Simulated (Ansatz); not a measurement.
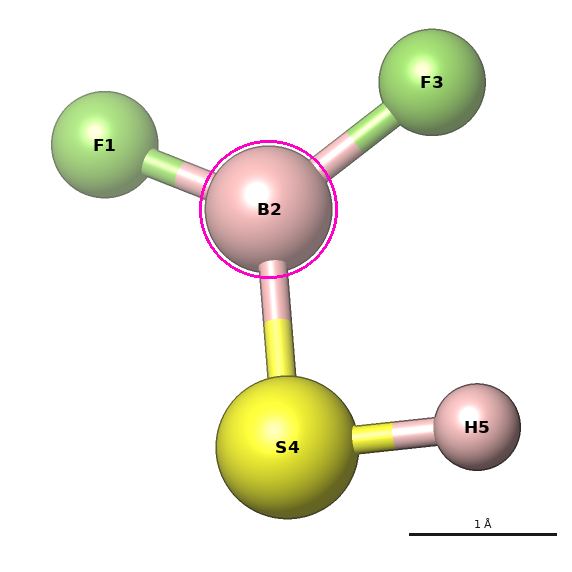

Source: calculation with Ansatz.

Orthographic view. Distant atoms are faded towards the background colour. Geometry: relaxed with PBE0-D4/def2-TZVP with one coordinate held away from its value at the minimum.

Q: Name the neighbours of the circled atom.

A: The circled atom is B2; it is bonded to F1, F3, S4.

Q: Which two atoms are farthest apart in space?

A: F1 and H5, 3.55 Å.

Q: Which atom is farthest from the viewer?

A: F1, 0.7 Å behind the mean position.
